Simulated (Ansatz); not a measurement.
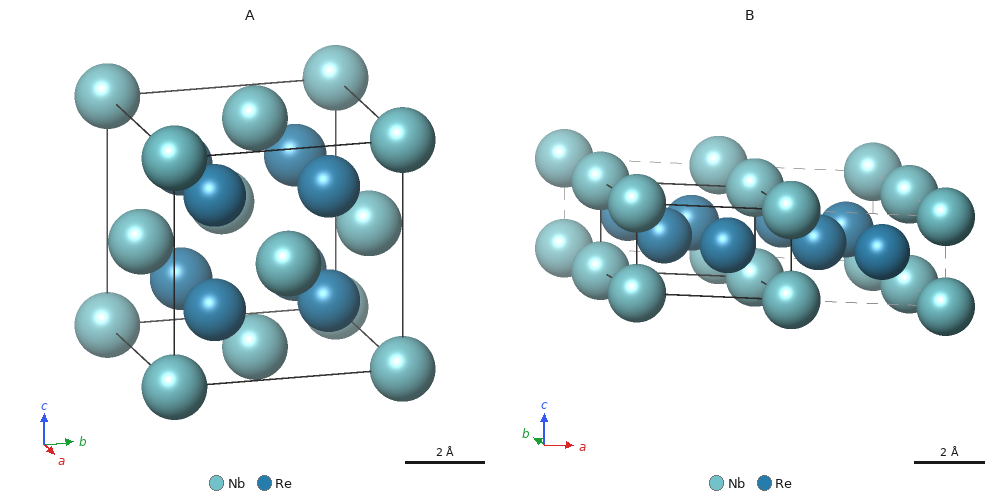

Two structures of NbRe2, each relaxed to rest (conventional cells in solid outline, small ones repeated, not to one scale). Method: Ansatz, DFT PBE, scalar-relativistic, plane waves, PAW, without spin polarisation.

**State the structure in each panel.**

A: fluorite (CaF₂ type), Fm-3m. B: AlB₂ type, P6/mmm.

**Which structure wins energetically, and by what margin?**

B is lower, by 871 meV/atom at this level of theory (energies at zero smearing). Volumes: A 18.9, B 16.2 Å³/atom.

One or both may be structure types tried for this composition rather than known phases.
